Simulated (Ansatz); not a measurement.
**CuAu (CuAu type, space group P4/mmm): energy over volume and axial ratio**

CuAu (CuAu type, space group P4/mmm)

```
CELL_PARAMETERS angstrom
      2.86058     0.00000     0.00000
      0.00000     2.86058     0.00000
      0.00000     0.00000     3.55181
ATOMIC_POSITIONS crystal
  Cu 0.50000 0.50000 0.50000
  Au 0.00000 0.00000 0.00000
```

The relaxed cell is deformed in two ways at once: its volume V is scaled, and at that volume it is stretched along z (the c axis of the conventional cell) so that c/a changes. Fractional atomic positions are held.

All values below come from r2SCAN (plane waves to 500 eV, PAW, scalar-relativistic; Ansatz, a quantum-chemistry and plane-wave program). k mesh 16×16×13 (Γ-centred), Fermi-Dirac smearing 0.05 eV. The energy includes the smearing's −TS. With partly filled bands, the response to shear is sensitive to the k mesh, so small differences along c/a are uncertain. CuAu is run without spin polarisation. CuAu was relaxed with its symmetry unable to fall. Spin-orbit coupling is left out, though Au is heavy. ΔE is measured from the relaxed starting cell.

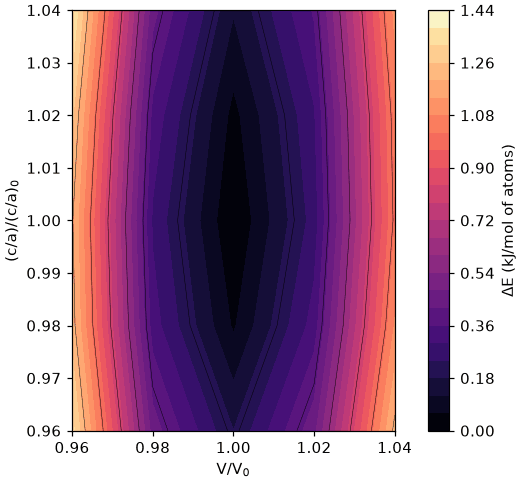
ΔE (kJ/mol of atoms) over the 5×5 grid of computed points.

Highest place on the grid: V/V₀ = 0.960, (c/a)/(c/a)₀ = 1.040 (14 meV/atom). Lowest place on the grid: V/V₀ = 1.000, (c/a)/(c/a)₀ = 1.000 (0 meV/atom).

(Under strain, the slope of the energy per volume gives the stress and its curvature an elastic modulus.)
